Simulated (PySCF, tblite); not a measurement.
**CH9AlO2Si2: geometry, infrared bands and NMR shifts**

What infrared bands and NMR shifts should CH9AlO2Si2 (`C[SiH2][O][AlH][O][SiH3]`) show?

Programs: tblite 0.8.0 and PySCF 2.14.0, with density-fitted response routines of our own. Each step states its level of theory. These are calculated values for one molecule in the gas phase, unless marked as measured. Atoms are numbered from 0 throughout.

## 1. Starting geometry

15 atoms, charge 0, multiplicity 1; geometry from: force field or distance geometry start.

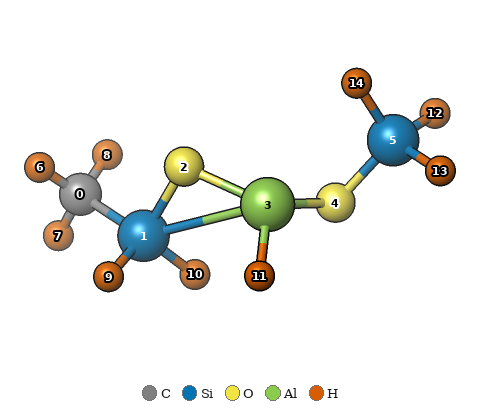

As it starts; carbon grey, silicon blue, oxygen yellow, aluminium green, hydrogen orange, atoms numbered.

## 2. Relaxing the molecule with GFN2-xTB

Job settings and geometry (Å):

```
{"job": {"kind": "relax", "xc": "GFN2-xTB", "basis": "xTB"}, "charge": 0, "multiplicity": 1}
C     -3.089200     0.117200     0.287700
Si    -1.627300    -0.340100    -0.777300
O     -0.523800    -1.157900     0.306100
Al     1.110500    -0.917000    -0.523100
O      1.932900     0.687900    -0.133900
Si     3.239700     0.293300     0.905900
H     -3.615900    -0.776100     0.637200
H     -3.755300     0.751700    -0.321800
H     -2.738900     0.662000     1.194400
H     -1.997000    -1.297100    -1.816100
H     -0.991700     0.863100    -1.292000
H      1.114600    -1.354000    -2.065300
H      3.685800     1.447600     1.706700
H      4.378400    -0.170300     0.081300
H      2.872800    -0.813700     1.788300
```

The run is started by

```
> OMP_NUM_THREADS=1 python probes_run.py task.json out
```

One launch serves the whole session: the jobs run in the order shown.

Log:

```text
step      E/eV     max force
  0    -532.20215    3.075
  1    -532.66704    2.253
  2    -533.05492    1.934
  3    -533.16186    1.083
  4    -533.25584    0.914
  5    -533.30238    0.900
  6    -533.34155    0.777
  7    -533.38773    0.758
  8    -533.42341    0.548
  9    -533.44796    0.412
 10    -533.46424    0.365
 11    -533.47895    0.442
 12    -533.50703    0.536
 13    -533.54625    0.692
 14    -533.59445    0.723
 15    -533.64335    0.573
 16    -533.68954    0.513
 17    -533.75066    0.716
 18    -533.83924    0.902
 19    -533.91338    0.876
 20    -533.96286    0.833
 21    -534.03036    0.603
 22    -534.09688    1.174
 23    -534.15636    0.677
 24    -534.20251    0.378
 25    -534.23336    0.440
 26    -534.25113    0.329
 27    -534.26353    0.237
 28    -534.27258    0.241
 29    -534.28426    0.305
 30    -534.29554    0.284
 31    -534.30328    0.199
 32    -534.30730    0.173
 33    -534.31111    0.173
 34    -534.31753    0.224
 35    -534.32623    0.245
 36    -534.33586    0.283
 37    -534.34443    0.292
 38    -534.35152    0.254
 39    -534.35844    0.260
 40    -534.36513    0.236
 41    -534.36964    0.141
 42    -534.37266    0.145
 43    -534.37549    0.153
 44    -534.37873    0.145
 45    -534.38239    0.182
 46    -534.38628    0.210
 47    -534.39015    0.196
 48    -534.39367    0.169
 49    -534.39698    0.147
 50    -534.40069    0.176
 51    -534.40590    0.169
 52    -534.41138    0.184
 53    -534.41706    0.155
 54    -534.42060    0.128
 55    -534.42306    0.149
 56    -534.42534    0.173
 57    -534.42730    0.128
 58    -534.42892    0.087
 59    -534.42977    0.071
 60    -534.43103    0.119
 61    -534.43218    0.120
 62    -534.43298    0.065
 63    -534.43336    0.059
 64    -534.43374    0.058
 65    -534.43446    0.101
 66    -534.43556    0.144
 67    -534.43690    0.135
 68    -534.43813    0.101
 69    -534.43912    0.071
 70    -534.44000    0.070
 71    -534.44100    0.098
 72    -534.44209    0.088
 73    -534.44321    0.102
 74    -534.44443    0.104
 75    -534.44578    0.097
 76    -534.44719    0.108
 77    -534.44858    0.097
 78    -534.45008    0.099
 79    -534.45176    0.094
 80    -534.45337    0.100
 81    -534.45513    0.101
 82    -534.45677    0.094
 83    -534.45845    0.108
 84    -534.46023    0.119
 85    -534.46182    0.092
 86    -534.46314    0.133
 87    -534.46417    0.065
 88    -534.46499    0.055
 89    -534.46531    0.057
 90    -534.46575    0.062
 91    -534.46627    0.061
 92    -534.46681    0.052
 93    -534.46737    0.049
 94    -534.46781    0.049
 95    -534.46807    0.031
 96    -534.46825    0.036
 97    -534.46841    0.038
 98    -534.46855    0.026
 99    -534.46865    0.028
100    -534.46874    0.026
101    -534.46879    0.020
102    -534.46884    0.018
103    -534.46889    0.022
104    -534.46894    0.022
105    -534.46898    0.018
106    -534.46901    0.013
107    -534.46903    0.013
108    -534.46905    0.015
109    -534.46909    0.017
110    -534.46912    0.014
111    -534.46914    0.008
```

Wall time 1.3 s (1 thread of Arm Neoverse N1, shared host); peak memory 0.18 GiB.

Relaxation path: (not every step is listed)

| step | energy from step 0 (eV) | largest force (eV/Å) |
| --- | --- | --- |
| 0 | 0.0000 | 3.0754 |
| 1 | -0.4649 | 2.2525 |
| 2 | -0.8528 | 1.9344 |
| 3 | -0.9597 | 1.0828 |
| 4 | -1.0537 | 0.9136 |
| 5 | -1.1002 | 0.9001 |
| 6 | -1.1394 | 0.7773 |
| 7 | -1.1856 | 0.7579 |
| 8 | -1.2213 | 0.5483 |
| 17 | -1.5485 | 0.7159 |
| 26 | -2.0490 | 0.3289 |
| 35 | -2.1241 | 0.2454 |
| 44 | -2.1766 | 0.1449 |
| 53 | -2.2149 | 0.1554 |
| 62 | -2.2308 | 0.0648 |
| 71 | -2.2389 | 0.0979 |
| 80 | -2.2512 | 0.1004 |
| 89 | -2.2632 | 0.0569 |
| 98 | -2.2664 | 0.0258 |
| 106 | -2.2669 | 0.0134 |
| 107 | -2.2669 | 0.0131 |
| 108 | -2.2669 | 0.0153 |
| 109 | -2.2669 | 0.0165 |
| 110 | -2.2670 | 0.0137 |
| 111 | -2.2670 | 0.0081 |

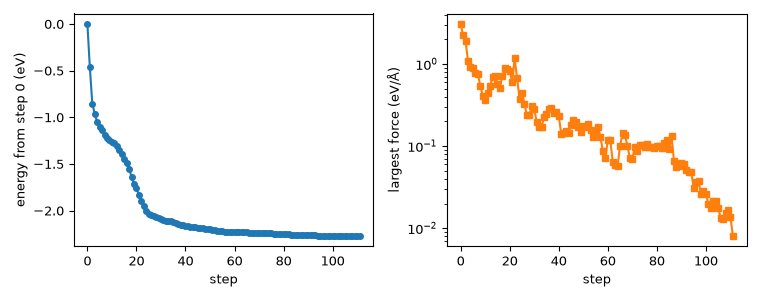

Energy and force, step by step.

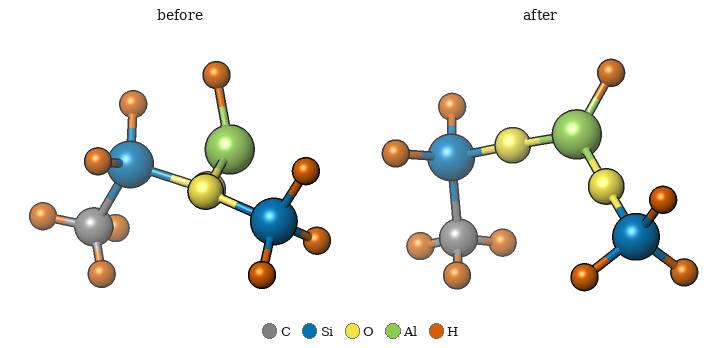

The geometry before (left) and after (right).

Distances of close pairs at the start and the end, largest changes first:

| bond | before (Å) | after (Å) | change (Å) |
| --- | --- | --- | --- |
| Si1–Al3 | 2.809 | 3.309 | +0.499 |
| O2–Al3 | 1.848 | 1.670 | -0.178 |
| Al3–O4 | 1.845 | 1.673 | -0.172 |
| Si1–O2 | 1.749 | 1.639 | -0.110 |
| Al3–H11 | 1.603 | 1.503 | -0.100 |
| O4–Si5 | 1.716 | 1.634 | -0.082 |
| C0–Si1 | 1.866 | 1.898 | +0.032 |
| C0–H8 | 1.114 | 1.087 | -0.027 |

The final coordinates are the input of the step that follows.

## 3. Infrared spectrum with GFN2-xTB

Job settings and geometry (Å):

```
{"job": {"kind": "ir", "xc": "GFN2-xTB", "basis": "xTB"}, "charge": 0, "multiplicity": 1}
C     -2.802208     0.091818     0.508972
Si    -2.044178    -0.006871    -1.227756
O     -0.481447    -0.484627    -1.100807
Al     1.096597    -1.002295    -0.925601
O      2.205595    -0.379059     0.160910
Si     3.302315     0.209377     1.219409
H     -2.701081    -0.851565     1.040556
H     -3.860399     0.329699     0.456919
H     -2.320365     0.857970     1.111246
H     -2.706843    -1.024955    -2.049801
H     -2.024283     1.302869    -1.888624
H      1.560797    -2.123065    -1.812565
H      2.930117     1.594970     1.509928
H      4.609053     0.122393     0.565088
H      3.231916    -0.639980     2.410212
```

Log:

```text
mode    cm-1     km/mol
  1     -10.6      0.09
  2      12.9      0.00
  3      44.5      0.01
  4     100.7      0.03
  5     107.7      0.20
  6     148.2      1.88
  7     151.2      0.90
  8     215.9     12.01
  9     243.5     14.18
 10     441.6     13.81
 11     455.1     79.97
 12     474.7     78.32
 13     545.6     72.00
 14     609.7     54.09
 15     613.9     54.55
 16     618.2     50.83
 17     673.5    187.24
 18     699.6    116.81
 19     759.8     57.32
 20     769.7     98.44
 21     772.3    205.41
 22     776.9    470.77
 23     810.8    546.78
 24     821.9    112.36
 25     845.2    157.48
 26    1025.3    577.32
 27    1035.3    457.38
 28    1372.3     15.43
 29    1482.0      0.49
 30    1485.3      0.16
 31    1987.8    141.51
 32    2200.8    418.10
 33    2220.1    164.94
 34    2234.3    419.27
 35    2237.0    413.94
 36    2254.8     67.47
 37    3024.8     30.93
 38    3029.8     21.49
 39    3047.4     31.75
```

It took 0.85 s on 1 thread of Arm Neoverse N1, shared host; peak memory 0.18 GiB.

Which atoms move in the most intense modes:

| cm⁻¹ | km/mol | atoms |
| --- | --- | --- |
| 772 | 205.4 | H13 59 %, H14 25 % |
| 777 | 470.8 | H10 25 %, H9 24 %, Si1 22 % |
| 811 | 546.8 | H13 28 %, H14 28 %, H12 27 %, Si5 12 % |
| 1025 | 577.3 | O2 77 %, Al3 11 %, Si1 10 % |
| 1035 | 457.4 | O4 77 %, Si5 10 % |
| 2201 | 418.1 | H10 60 %, H9 35 % |
| 2234 | 419.3 | H14 73 %, H13 16 % |
| 2237 | 413.9 | H12 52 %, H13 43 % |

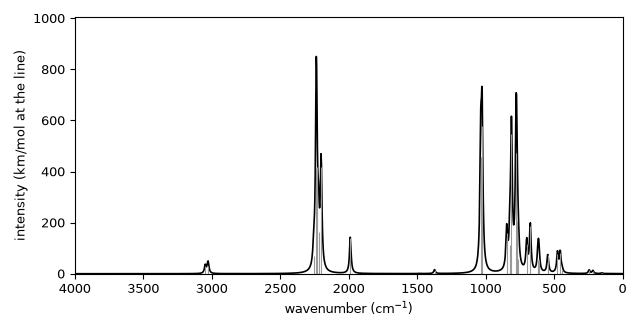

The infrared spectrum from these modes, unscaled. Lines are broadened to a width of 14 cm⁻¹ (Lorentzian).

## 4. Nuclear shieldings: PBE0/pcSseg-1

Same as in step 3 but for these lines:

```diff
@@ -1,2 +1,2 @@
-{"job": {"kind": "ir", "xc": "GFN2-xTB", "basis": "xTB"}, "charge": 0, "multiplicity": 1}
+{"job": {"kind": "nmr", "xc": "PBE0", "basis": "pcSseg-1"}, "charge": 0, "multiplicity": 1}
 C     -2.802208     0.091818     0.508972
```

Level: GIAO PBE0/pcSseg-1 NMR shielding, non-relativistic, gas phase.

Log:

```text
coarse grid: 13712 points
cycle   1  E = -1014.6479427892  dE =  3.398e-01  |g| = 1.164e+00  |ddm| = 3.507e+00
cycle   2  E = -1014.1174941311  dE =  5.304e-01  |g| = 2.000e+00  |ddm| = 2.261e+00
cycle   3  E = -1014.8885733126  dE = -7.711e-01  |g| = 1.345e-01  |ddm| = 1.683e+00
cycle   4  E = -1014.8915120066  dE = -2.939e-03  |g| = 6.943e-02  |ddm| = 1.491e-01
cycle   5  E = -1014.8926916958  dE = -1.180e-03  |g| = 8.392e-03  |ddm| = 5.553e-02
cycle   6  E = -1014.8927070968  dE = -1.540e-05  |g| = 2.783e-03  |ddm| = 9.728e-03
cycle   7  E = -1014.8927080629  dE = -9.661e-07  |g| = 1.552e-03  |ddm| = 2.559e-03
final grid: 117720 points
cycle   8  E = -1014.9463861617  dE = -5.744e-06  |g| = 1.122e-02  |ddm| = 1.439e-02
cycle   9  E = -1014.9463525839  dE =  3.358e-05  |g| = 1.772e-02  |ddm| = 1.727e-02
cycle  10  E = -1014.9464086804  dE = -5.610e-05  |g| = 9.843e-04  |ddm| = 1.087e-02
cycle  11  E = -1014.9464088922  dE = -2.118e-07  |g| = 1.548e-04  |ddm| = 8.018e-04
cycle  12  E = -1014.9464088980  dE = -5.837e-09  |g| = 3.821e-05  |ddm| = 1.571e-04
cycle  13  E = -1014.9464088982  dE = -1.567e-10  |g| = 2.504e-05  |ddm| = 3.962e-05
converged SCF energy = -1014.9464088982

GIAO shielding tensors (ppm)
atom      isotropic    diamagn.    paramagn.     s11        s22        s33       span
  0 C      185.520     255.020     -69.499    171.575    189.062    195.925     24.350
  1 Si     370.612     879.990    -509.378    319.434    370.287    422.116    102.682
  2 O      271.407     398.247    -126.840    216.122    279.949    318.150    102.028
  3 Al     458.923     797.386    -338.463    408.687    474.744    493.338     84.651
  4 O      293.081     398.574    -105.494    250.056    309.705    319.482     69.426
  5 Si     390.903     879.871    -488.968    354.176    354.810    463.721    109.545
  6 H       31.254      32.294      -1.040     27.574     29.135     37.053      9.479
  7 H       31.829      27.946       3.883     27.929     28.005     39.553     11.625
  8 H       31.063      33.712      -2.649     27.242     28.991     36.957      9.716
  9 H       26.324      28.383      -2.059     22.438     25.118     31.416      8.978
 10 H       26.406      29.458      -3.052     22.673     25.194     31.351      8.678
 11 H       28.082      29.819      -1.737     23.618     26.203     34.426     10.808
 12 H       26.416      30.171      -3.754     22.851     25.127     31.270      8.419
 13 H       26.387      27.900      -1.512     22.922     24.730     31.510      8.588
 14 H       26.450      29.274      -2.825     23.006     24.915     31.428      8.422
```

Run time: 46 s. Hardware: 1 thread of Arm Neoverse N1, shared host; peak memory 0.75 GiB.

The references, computed at this level on geometries of the same kind, shield at (ppm): 1H TMS 31.72, 13C TMS 186.9, 29Si TMS 349.2, 17O H2O 336.1, 27Al AlH4- 490.0. Their shielding less the atom's gives the shift. The references are single molecules in the gas phase, so shifts against H2O, NH3, PH3, H3PO4 or CFCl3 are not on the usual liquid scales and can be off by tens of ppm. Shifts against hydride references such as AlH4− lie on their own scale. Atoms listed in one row are averaged.

| atoms | environment | σ (ppm) | δ (ppm) |
| --- | --- | --- | --- |
| C0 | methyl carbon bonded to Si | 185.5 | 1.4 |
| H9, H10 | hydrogen on a silicon bonded to C, O | 26.37 | 5.35 |
| H12, H13, H14 | hydrogen on a silicon bonded to O | 26.42 | 5.30 |
| H11 | hydrogen on an aluminium bonded to 2 O | 28.08 | 3.63 |
| H6, H7, H8 | hydrogen on a methyl carbon bonded to Si | 31.38 | 0.33 |
| Si1 | silicon bonded to C, O, 2 H | 370.6 | -21.5 |
| Si5 | silicon bonded to O, 3 H | 390.9 | -41.7 |
| O2 | oxygen bonded to Al, Si | 271.4 | 64.7 |
| O4 | oxygen bonded to Al, Si | 293.1 | 43.0 |
| Al3 | aluminium bonded to 2 O, H | 458.9 | 31.0 |

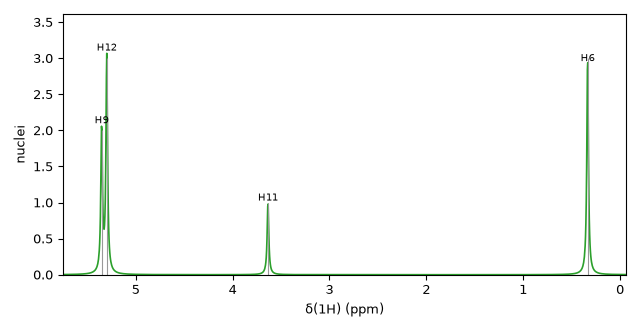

1H lines at the computed shifts, without couplings. Lines are broadened to a width of 0.02 ppm (Lorentzian).

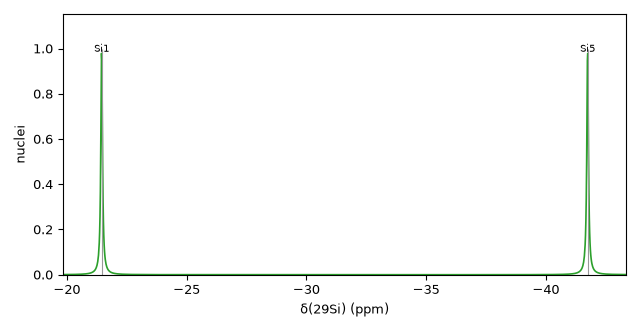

29Si lines at the computed shifts, without couplings. Lines are broadened to a width of 0.08 ppm (Lorentzian).

Charges from the same density, by scheme (e):

| atoms | Mulliken | IAO | Hirshfeld | ESP fit |
| --- | --- | --- | --- | --- |
| C0 | -0.65 | -0.74 | -0.22 | -0.55 |
| Si1 | 0.88 | 1.03 | 0.41 | 0.79 |
| O2 | -0.81 | -0.90 | -0.38 | -0.70 |
| Al3 | 1.14 | 1.17 | 0.64 | 1.19 |
| O4 | -0.81 | -0.91 | -0.38 | -0.64 |
| Si5 | 0.75 | 0.89 | 0.39 | 0.58 |

IAO charges:

C0 -0.74; Si1 1.03; O2 -0.90; Al3 1.17; O4 -0.91; Si5 0.89; H6 0.16; H7 0.16; H8 0.16; H9 -0.16; H10 -0.16; H11 -0.25; H12 -0.15; H13 -0.15; H14 -0.15

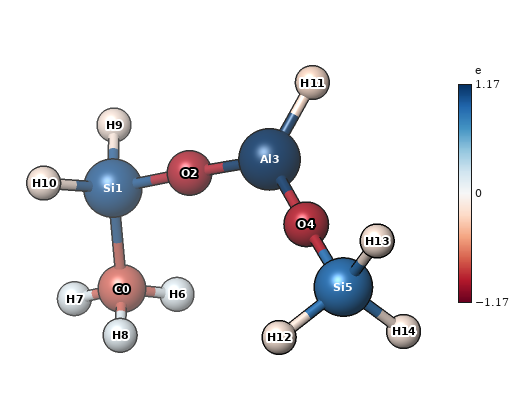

IAO charges, as colours on the atoms.

Mayer bond orders: C0–Si1 0.94, Si1–O2 0.94, O2–Al3 0.90, Al3–O4 0.89, O4–Si5 0.95.

Orbitals, density, ELF and potential are computed afterwards from the orbital file.

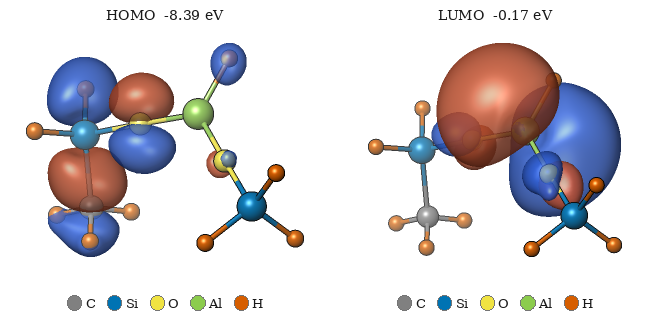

PBE0/pcSseg-1 orbitals near the gap, drawn at the value that encloses 70 % of each; the two colours are the two signs.

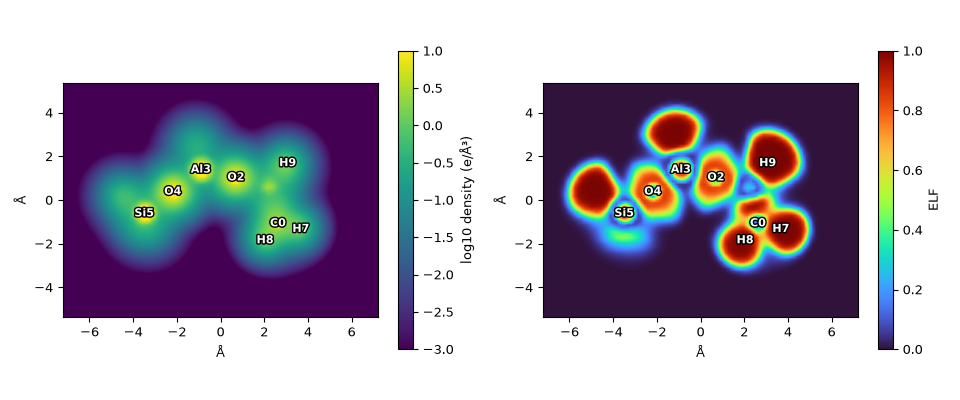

Density (left) and ELF (right) in a plane through or near 8 of the atoms.

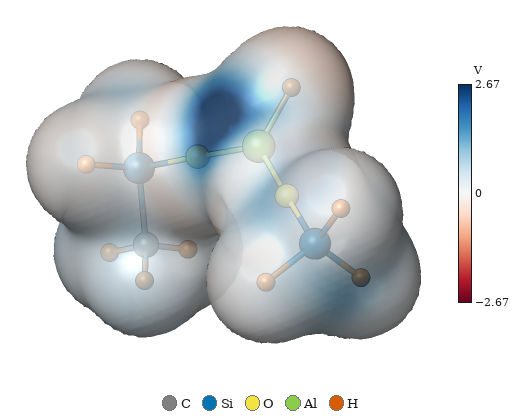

Electrostatic potential on the surface of density 0.002 e/bohr³; red is low, blue high. It runs, from the 1st to the 99th percentile, from -0.46 to 2.67 V.

## 5. Summary of results

| quantity | value |
| --- | --- |
| strongest single infrared mode (GFN2-xTB) | 1025 cm⁻¹, 577 km/mol |
| zero-point energy (GFN2-xTB) | 57.7 kcal/mol |
| 13C shifts against TMS (PBE0/pcSseg-1) | 1.4 ppm |
| 1H shifts against TMS (PBE0/pcSseg-1, means over atoms taken as alike) | 5.35, 5.30, 3.63, 0.33 ppm |
| 29Si shifts against TMS (PBE0/pcSseg-1) | -21.5, -41.7 ppm |
| 17O shifts against H2O (PBE0/pcSseg-1) | 64.7, 43.0 ppm |
| 27Al shifts against AlH4- (PBE0/pcSseg-1) | 31.0 ppm |
| surface potential, 1st and 99th percentile | -0.46 V and 2.67 V |

The optimisation took 111 steps and gained 2.267 eV; among the close pairs (by a distance rule), Si1–Al3 changed most, from 2.809 to 3.309 Å. The lowest mode is slightly imaginary (11i cm⁻¹), a soft motion within the noise of the Hessian, so the minimum is not strictly shown. The strongest single mode, at 1025 cm⁻¹, moves mainly O2. Unscaled tight-binding wavenumbers are off by several per cent, some by more. Its intensities can rank the bands wrongly. At PBE0/pcSseg-1: The widest tensor belongs to Si5: span 110 ppm, with a paramagnetic part of -489 ppm.
